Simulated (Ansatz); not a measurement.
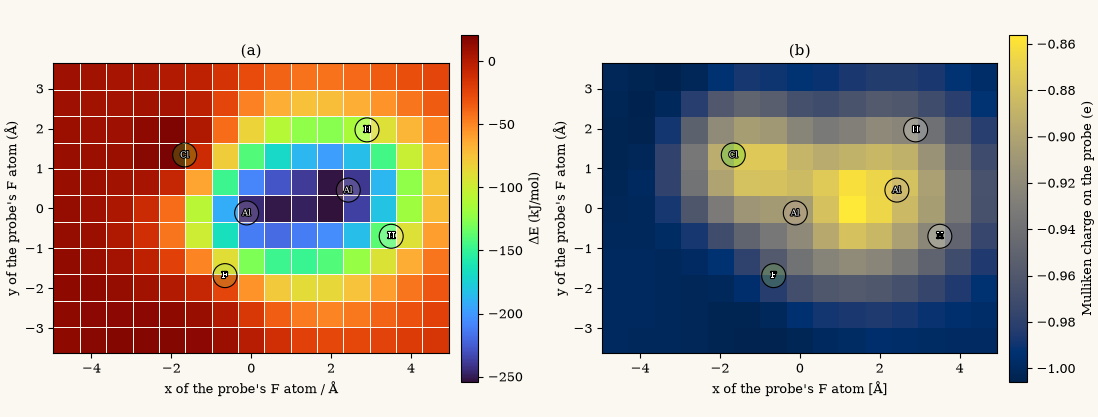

Al₂ClFH₂ (SMILES [F][Al]([AlH2])[Cl]) with the probe F-. The probe is moved over a plane parallel to the molecule's main plane, 2.37 Å above it. First axis: x of the probe's F atom. Second axis: y of the probe's F atom. Nothing is relaxed (molecule and probe rigid). Grid: 15 × 11 points. Points are written as (first, second). Energies are in kJ/mol, from molecule and probe far apart, each relaxed in its own basis (no counterpoise correction). Level of theory: Ansatz, RHF/def2-SVPD.

Panel (a) is the energy and panel (b) the computed Mulliken charge on the probe on the same grid.

In the figure: one coloured cell a grid point, labelled circles for the molecule's atoms, projected on the plane.

Question: How does the Mulliken charge on the probe vary over the map, and what is it at the lowest grid point?

Answer: Leaving out the highest fifth of the energies, it runs from −1.01 e at (−3.96 Å, 2.64 Å) [nearest 1 Cl at 3.55 Å] to −0.86 e at (1.32 Å, 0.00 Å) [nearest 1 Al at 2.66 Å]. At the lowest grid point, (1.98 Å, 0.00 Å) [nearest 1 Al at 2.46 Å], it is −0.87 e.
